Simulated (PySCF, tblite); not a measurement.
# C₃H₇BO₅S: infrared bands, NMR shifts and electronic excitations at several levels of theory, part 2 of 2

tblite 0.8.0 and PySCF 2.14.0. Atoms count from 0. Earlier steps stand in the parts before.

## 6. Ultraviolet spectrum: CAM-B3LYP/def2-SVPD

The job: settings as JSON, then the geometry in Å.

```
{"job": {"kind": "uv", "xc": "CAM-B3LYP", "basis": "def2-SVPD", "ip": true}, "charge": 0, "multiplicity": 1}
O      2.897794     0.860791    -1.456201
S      2.155838    -0.362787    -1.238084
O      2.414229    -1.574369    -1.980968
O      2.264415    -0.753522     0.331187
C      0.381616    -0.001387    -1.364891
C     -0.453521    -1.253755    -1.207587
C     -1.915198    -0.854753    -1.139949
O     -2.131878     0.138326    -0.156760
B     -1.143253     0.987023     0.196690
O      0.096959     0.957954    -0.391912
H      2.334494     0.075397     0.831641
H      0.283067     0.435382    -2.375548
H     -0.157739    -1.761663    -0.275022
H     -0.261122    -1.945325    -2.039019
H     -2.262695    -0.472250    -2.115420
H     -2.541999    -1.722255    -0.886191
H     -1.337770     1.806552     1.054129
```

Method: TDDFT CAM-B3LYP/def2-SVPD, vertical, gas phase, core orbitals frozen in the response.

Standard output:

```text
coarse grid: 15744 points
cycle   1  E = -916.5134743257  dE =  2.640e+00  |g| = 1.434e+00  |ddm| = 6.678e+00
cycle   2  E = -916.0933630318  dE =  4.201e-01  |g| = 2.130e+00  |ddm| = 4.226e+00
cycle   3  E = -916.9019316506  dE = -8.086e-01  |g| = 1.779e-01  |ddm| = 2.469e+00
cycle   4  E = -916.9062752939  dE = -4.344e-03  |g| = 9.947e-02  |ddm| = 3.191e-01
cycle   5  E = -916.9080442939  dE = -1.769e-03  |g| = 1.729e-02  |ddm| = 1.138e-01
cycle   6  E = -916.9081027198  dE = -5.843e-05  |g| = 5.889e-03  |ddm| = 3.421e-02
cycle   7  E = -916.9081098646  dE = -7.145e-06  |g| = 1.639e-03  |ddm| = 9.737e-03
final grid: 150224 points
cycle   8  E = -917.0610828063  dE = -5.021e-05  |g| = 4.088e-03  |ddm| = 1.106e-01
cycle   9  E = -917.0610808948  dE =  1.912e-06  |g| = 5.390e-03  |ddm| = 1.385e-02
cycle  10  E = -917.0610864421  dE = -5.547e-06  |g| = 7.285e-04  |ddm| = 5.867e-03
cycle  11  E = -917.0610865299  dE = -8.780e-08  |g| = 3.358e-04  |ddm| = 1.262e-03
cycle  12  E = -917.0610865527  dE = -2.280e-08  |g| = 9.597e-05  |ddm| = 5.319e-04
cycle  13  E = -917.0610865544  dE = -1.791e-09  |g| = 1.787e-05  |ddm| = 1.278e-04
cycle  14  E = -917.0610865545  dE = -8.436e-11  |g| = 7.773e-06  |ddm| = 4.374e-05
converged SCF energy = -917.0610865545

Static polarisability (au): isotropic 82.383, principal 69.776 85.097 92.275

Singlet excitations
state   eV       nm        f      main configurations
  1   7.9499    156.0   0.01878   H->L 0.74
  2   8.0387    154.2   0.05237   H->L+1 0.61, H->L 0.09
  3   8.2416    150.4   0.01555   H-1->L 0.57, H-2->L+1 0.10
  4   8.2722    149.9   0.02073   H-1->L+1 0.29, H-2->L 0.26, H-2->L+1 0.18
  5   8.5354    145.3   0.02037   H-2->L 0.36, H-1->L 0.16, H-2->L+1 0.09
  6   8.6334    143.6   0.01425   H->L+4 0.23, H-3->L 0.10, H->L+5 0.09
  7   8.7176    142.2   0.01554   H-3->L 0.34, H->L+2 0.18
  8   8.7752    141.3   0.00325   H-4->L 0.24
  9   8.8202    140.6   0.01277   H-5->L+1 0.47
 10   8.9084    139.2   0.01881   H-1->L+4 0.14, H-1->L+5 0.08

Triplet excitations (Tamm-Dancoff, eV): 7.3143 7.6240 7.8002 7.9371
Vertical ionisation energy (delta-SCF) = 11.1838 eV
```

It took 19 min on 1 thread of Arm Neoverse N1, shared host; peak memory 1.4 GiB.

Frontier orbitals and where they lie:

| orbital | eV | atoms |
| --- | --- | --- |
| HOMO−3 | -11.33 | O2 30 %, O7 14 %, O0 10 % |
| HOMO−2 | -10.98 | O0 26 %, O7 22 %, O9 11 % |
| HOMO−1 | -10.83 | O0 30 %, O2 28 %, O7 12 % |
| HOMO | -10.42 | O9 16 %, O0 15 %, O2 14 % |
| LUMO | 0.39 | B8 23 %, S1 16 %, O3 14 % |
| LUMO+1 | 0.71 | B8 16 %, S1 15 %, O9 13 % |
| LUMO+2 | 1.24 | S1 14 %, O7 14 %, H15 11 % |

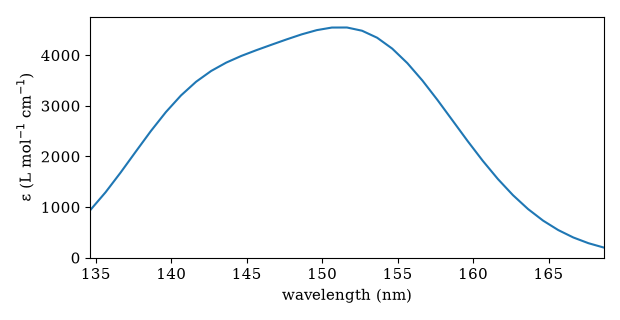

Absorption spectrum: each of the 10 states is a Gaussian band of 0.4 eV half-width at 1/e. Beyond the last state computed it falls off for lack of states.

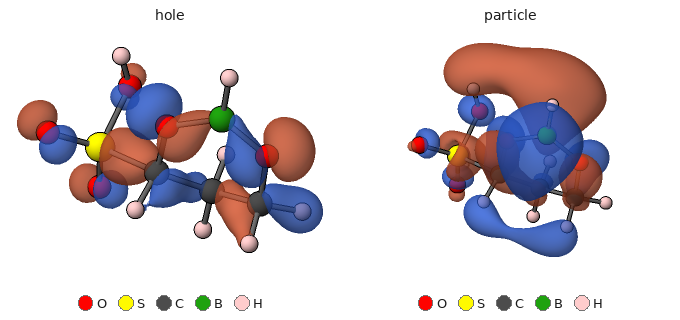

Leading natural transition orbitals of singlet state 2: the electron leaves the hole (left) for the particle orbital (right).

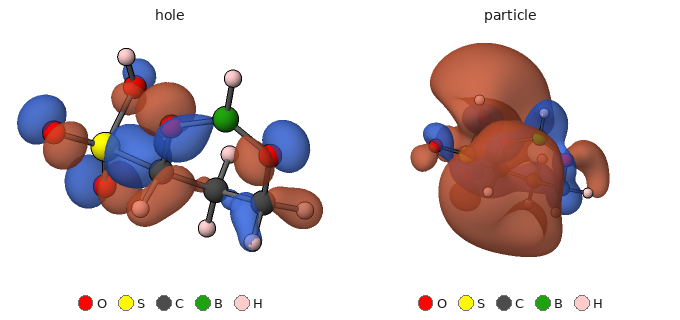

Leading natural transition orbitals of singlet state 1: the electron leaves the hole (left) for the particle orbital (right).

Ground-state properties from the same run:

| property | computed |
| --- | --- |
| dipole moment (D) | 3.59 |
| polarisability (Å³) | 12.21 |
| HOMO–LUMO gap (eV) | 10.82 |
| −ε(HOMO) (eV) | 10.42 |

## 7. Nuclear shieldings: PBE/pcSseg-1

The job, as its differences from that of step 6:

```diff
@@ -1,2 +1,2 @@
-{"job": {"kind": "uv", "xc": "CAM-B3LYP", "basis": "def2-SVPD", "ip": true}, "charge": 0, "multiplicity": 1}
+{"job": {"kind": "nmr", "xc": "PBE", "basis": "pcSseg-1", "pop": false}, "charge": 0, "multiplicity": 1}
 O      2.897794     0.860791    -1.456201
```

Method: GIAO PBE/pcSseg-1 NMR shielding, non-relativistic, gas phase.

Standard output:

```text
coarse grid: 15744 points
cycle   1  E = -916.3206676420  dE =  2.268e+00  |g| = 1.604e+00  |ddm| = 4.054e+00
cycle   2  E = -914.2751124142  dE =  2.046e+00  |g| = 3.661e+00  |ddm| = 4.285e+00
cycle   3  E = -916.7072947411  dE = -2.432e+00  |g| = 5.470e-01  |ddm| = 3.535e+00
cycle   4  E = -916.7567396709  dE = -4.944e-02  |g| = 2.840e-01  |ddm| = 6.654e-01
cycle   5  E = -916.7697000706  dE = -1.296e-02  |g| = 8.962e-02  |ddm| = 2.340e-01
cycle   6  E = -916.7712928818  dE = -1.593e-03  |g| = 2.773e-02  |ddm| = 8.999e-02
cycle   7  E = -916.7714413333  dE = -1.485e-04  |g| = 8.245e-03  |ddm| = 2.463e-02
cycle   8  E = -916.7714516253  dE = -1.029e-05  |g| = 4.167e-03  |ddm| = 8.966e-03
cycle   9  E = -916.7714545611  dE = -2.936e-06  |g| = 1.446e-03  |ddm| = 4.087e-03
final grid: 150224 points
cycle  10  E = -916.9197544018  dE = -2.958e-05  |g| = 2.331e-02  |ddm| = 4.448e-02
cycle  11  E = -916.9194292134  dE =  3.252e-04  |g| = 4.760e-02  |ddm| = 5.137e-02
cycle  12  E = -916.9198485329  dE = -4.193e-04  |g| = 5.667e-03  |ddm| = 3.725e-02
cycle  13  E = -916.9198545429  dE = -6.010e-06  |g| = 1.442e-03  |ddm| = 5.012e-03
cycle  14  E = -916.9198548697  dE = -3.269e-07  |g| = 5.700e-04  |ddm| = 1.498e-03
cycle  15  E = -916.9198549300  dE = -6.027e-08  |g| = 1.941e-04  |ddm| = 5.487e-04
cycle  16  E = -916.9198549364  dE = -6.410e-09  |g| = 6.173e-05  |ddm| = 1.989e-04
cycle  17  E = -916.9198549371  dE = -6.653e-10  |g| = 1.995e-05  |ddm| = 5.576e-05
converged SCF energy = -916.9198549371

GIAO shielding tensors (ppm)
atom      isotropic    diamagn.    paramagn.     s11        s22        s33       span
  0 O       82.488     399.227    -316.739     31.829     87.104    128.532     96.703
  1 S      165.057    1050.501    -885.444      9.860    126.893    358.420    348.560
  2 O      105.483     397.631    -292.148     73.092    102.315    141.040     67.948
  3 O      140.069     396.859    -256.789     55.513     87.099    277.596    222.083
  4 C       88.474     254.068    -165.595     74.390     80.580    110.451     36.061
  5 C      148.902     255.127    -106.225    142.860    150.175    153.670     10.810
  6 C      115.781     244.790    -129.009     95.062     98.561    153.718     58.655
  7 O      183.255     394.823    -211.567     48.252    167.316    334.197    285.946
  8 B       72.881     201.756    -128.875     56.130     71.385     91.128     34.998
  9 O      175.654     399.378    -223.723     63.360    164.422    299.180    235.820
 10 H       26.541      33.578      -7.037     20.300     23.768     35.554     15.254
 11 H       26.507      31.547      -5.040     24.750     25.538     29.232      4.481
 12 H       29.079      33.963      -4.884     24.989     29.817     32.430      7.441
 13 H       28.966      31.263      -2.297     24.249     28.582     34.066      9.817
 14 H       27.063      28.672      -1.610     22.810     26.129     32.249      9.439
 15 H       26.999      28.078      -1.080     22.454     26.415     32.126      9.673
 16 H       26.953      31.422      -4.469     23.642     26.204     31.013      7.371
```

It took 90 s on 1 thread of Arm Neoverse N1, shared host; peak memory 0.96 GiB.

In short: δ C4 91.6, C6 64.3, C5 31.1, O0 252.1, H11 4.69, H10 4.66 ppm.

## 8. Shielding tensors: PBE0/pcSseg-1 in chloroform

The job, as its differences from that of step 7:

```diff
@@ -1,2 +1,2 @@
-{"job": {"kind": "nmr", "xc": "PBE", "basis": "pcSseg-1", "pop": false}, "charge": 0, "multiplicity": 1}
+{"job": {"kind": "nmr", "xc": "PBE0", "basis": "pcSseg-1", "solvent": "chloroform", "pop": true}, "charge": 0, "multiplicity": 1}
 O      2.897794     0.860791    -1.456201
```

With the program's defaults for keys left out, this is: GIAO PBE0/pcSseg-1 NMR shielding, non-relativistic, IEF-PCM chloroform.

Standard output:

```text
coarse grid: 15744 points
cycle   1  E = -916.5106908029  dE =  2.434e+00  |g| = 1.394e+00  |ddm| = 3.984e+00
cycle   2  E = -915.8776308018  dE =  6.331e-01  |g| = 2.346e+00  |ddm| = 2.597e+00
cycle   3  E = -916.8406851987  dE = -9.631e-01  |g| = 2.187e-01  |ddm| = 1.821e+00
cycle   4  E = -916.8480868306  dE = -7.402e-03  |g| = 1.089e-01  |ddm| = 2.300e-01
cycle   5  E = -916.8500657251  dE = -1.979e-03  |g| = 2.305e-02  |ddm| = 7.677e-02
cycle   6  E = -916.8501672744  dE = -1.015e-04  |g| = 6.929e-03  |ddm| = 2.177e-02
cycle   7  E = -916.8501766829  dE = -9.409e-06  |g| = 1.549e-03  |ddm| = 5.529e-03
final grid: 150224 points
cycle   8  E = -916.9613290642  dE = -4.413e-05  |g| = 1.416e-02  |ddm| = 3.263e-02
cycle   9  E = -916.9612903464  dE =  3.872e-05  |g| = 2.030e-02  |ddm| = 2.370e-02
cycle  10  E = -916.9613653619  dE = -7.502e-05  |g| = 1.899e-03  |ddm| = 1.417e-02
cycle  11  E = -916.9613660375  dE = -6.756e-07  |g| = 4.139e-04  |ddm| = 1.732e-03
cycle  12  E = -916.9613660630  dE = -2.552e-08  |g| = 1.867e-04  |ddm| = 4.001e-04
cycle  13  E = -916.9613660690  dE = -6.022e-09  |g| = 4.196e-05  |ddm| = 1.504e-04
cycle  14  E = -916.9613660693  dE = -3.029e-10  |g| = 1.638e-05  |ddm| = 3.774e-05
converged SCF energy = -916.9613660693

GIAO shielding tensors (ppm)
atom      isotropic    diamagn.    paramagn.     s11        s22        s33       span
  0 O      107.535     399.338    -291.802     58.547    115.471    148.587     90.040
  1 S      165.539    1050.075    -884.536     27.966    137.924    330.727    302.761
  2 O      127.373     397.728    -270.355     93.716    123.182    165.220     71.503
  3 O      151.553     397.543    -245.991     68.970     99.328    286.360    217.390
  4 C       94.999     253.109    -158.109     78.896     88.380    117.722     38.826
  5 C      155.523     254.968     -99.446    149.809    157.227    159.532      9.723
  6 C      122.760     243.393    -120.633    101.966    105.697    160.618     58.652
  7 O      200.493     395.329    -194.835     66.256    189.689    345.535    279.278
  8 B       76.820     200.552    -123.732     60.731     75.112     94.617     33.887
  9 O      196.828     399.948    -203.119     87.415    190.552    312.518    225.103
 10 H       25.860      32.832      -6.972     19.410     22.673     35.496     16.087
 11 H       26.326      30.849      -4.523     24.408     25.233     29.337      4.929
 12 H       29.086      33.533      -4.447     24.649     29.752     32.857      8.209
 13 H       28.978      30.976      -1.998     23.899     28.342     34.695     10.797
 14 H       27.064      28.253      -1.189     22.673     25.981     32.538      9.864
 15 H       27.000      27.729      -0.729     22.234     26.198     32.569     10.335
 16 H       27.111      31.330      -4.219     23.617     26.256     31.459      7.842
```

It took 76 s on 1 thread of Arm Neoverse N1, shared host; peak memory 1.1 GiB.

This run: δ C4 90.2, C6 62.4, C5 29.6, O0 233.4, H10 5.39, H11 4.92 ppm.

## 9. Run by run: NMR shifts

Shifts (ppm) of some atoms, chosen among heavy atoms and hydrogens apart, with basis size and wall time:

| run | H10 | H11 | O0 | O2 | O3 | O9 | O7 | functions | time |
| --- | --- | --- | --- | --- | --- | --- | --- | --- | --- |
| PBE0/pcSseg-1 | 4.71 | 4.54 | 237.3 | 216.1 | 184.3 | 139.3 | 134.4 | 212 | 87 s |
| PBE/pcSseg-1 | 4.66 | 4.69 | 252.1 | 229.1 | 194.6 | 159.0 | 151.4 | 212 | 90 s |
| PBE0/pcSseg-1 in chloroform | 5.39 | 4.92 | 233.4 | 213.6 | 189.4 | 144.1 | 140.5 | 212 | 76 s |

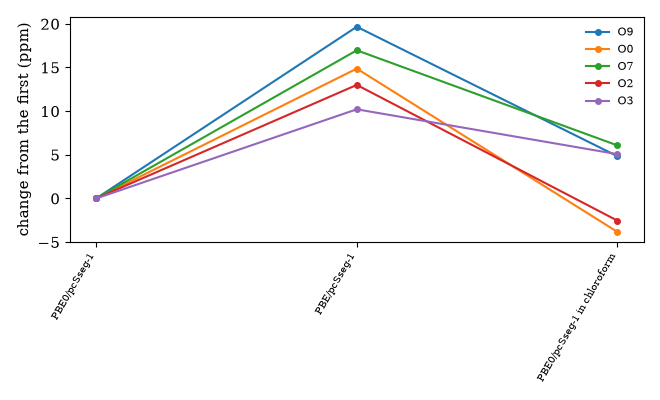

How five of the tabulated atoms move from run to run.

## 10. Summary of results

The summary covers parts 1 to 2.

```
                                   quantity                                         value
  strongest single infrared mode (GFN2-xTB)                         1295 cm⁻¹, 582 km/mol
               zero-point energy (GFN2-xTB)                                 73.3 kcal/mol
                                point group                                            C1
       rotational constants (main isotopes)                          2.51, 0.83, 0.73 GHz
     13C shifts against TMS (PBE0/pcSseg-1)                          88.3, 61.5, 29.2 ppm
      1H shifts against TMS (PBE0/pcSseg-1)  4.71, 4.54, 4.20, 4.11, 3.99, 2.16, 2.09 ppm
     17O shifts against H2O (PBE0/pcSseg-1)         237.3, 216.1, 184.3, 139.3, 134.4 ppm
     33S shifts against CS2 (PBE0/pcSseg-1)                                       326 ppm
11B shifts against BF3·OEt2 (PBE0/pcSseg-1)                                      24.1 ppm
      surface potential, least and greatest                            -1.40 V and 2.67 V
       lowest singlet (CAM-B3LYP/def2-SVPD)                   7.95 eV (156 nm), f = 0.019
   brightest single state of those computed                   state 2, 8.04 eV, f = 0.052
                             lowest triplet                                       7.31 eV
          vertical ionisation energy (ΔSCF)                                      11.18 eV
                   range of the shift of O9                            139.3 to 159.0 ppm
```

What this shows: Single values in the summary come from the first run of each kind that ended normally (PBE0/pcSseg-1; CAM-B3LYP/def2-SVPD), which need not be the best level. The optimisation took 82 steps and gained 2.438 eV; among the close pairs (by a distance rule), O7–B8 changed most, from 1.466 to 1.341 Å (GFN2-xTB). No mode is imaginary among the 45: a minimum at this level. The strongest single mode, at 1295 cm⁻¹, is spread over several atoms, S1, O2, O0 among them. GFN2-xTB is a fitted tight-binding method: band positions and strengths are rough. Its intensities can rank the bands wrongly. The optimisation took 9 steps and gained 0.239 eV; among the close pairs (by a distance rule), B8–H16 changed most, from 1.153 to 1.202 Å (PBE0/def2-SVP). C4 (sp3 CH bonded to O and S) lies farthest downfield among carbon, at 88.3 ppm; deshielded by the electronegative neighbour. At PBE0/pcSseg-1: The widest tensor belongs to S1: span 331 ppm, with a paramagnetic part of -880 ppm. The lowest singlet, at 7.95 eV, is HOMO→LUMO 0.74 and is weak; of the 10 states computed, the strongest absorption comes from state 2 at 8.04 eV. The lowest triplet lies 0.64 eV below the lowest singlet (triplets in Tamm-Dancoff, singlets in full TDDFT). ΔSCF puts the ionisation energy at 11.18 eV, 0.76 eV above −ε(HOMO). Across the 3 runs the shift of O9 moves most, between 139.3 (PBE0/pcSseg-1) and 159.0 ppm (PBE/pcSseg-1).
